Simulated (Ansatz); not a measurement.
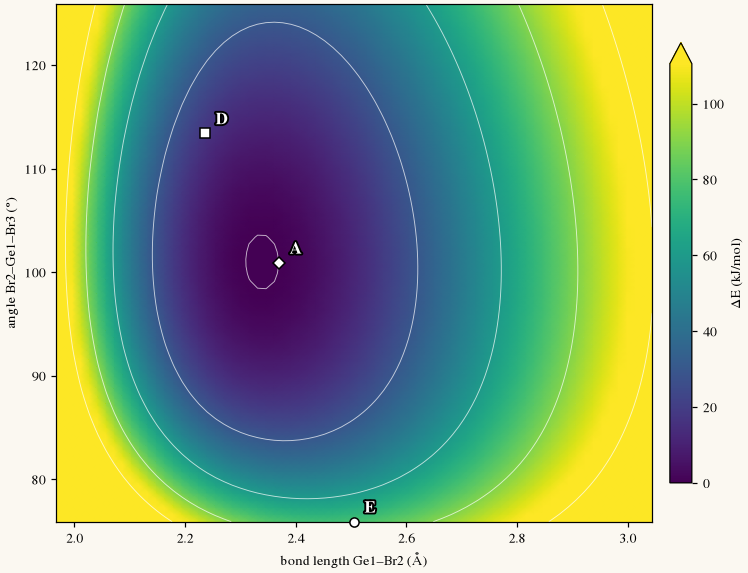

GeBr2. First axis: bond length Ge1–Br2. Second axis: angle Br2–Ge1–Br3. Nothing is relaxed (all other coordinates rigid). Grid: 9 × 9 points. Points are written as (first, second). All energies are given in kJ/mol relative to the lowest grid point. The calculation used RKS PBE0-D4/def2-TZVP in Ansatz 0.2.0.

Drawn: a smooth colour map with a few white contour lines, one colour for all values above the top of the scale, lettered points. Between grid points the surface is interpolated.

Rank the lettered points by energy, lowest first.

A (0 kJ/mol), D (17 kJ/mol), E (78 kJ/mol).
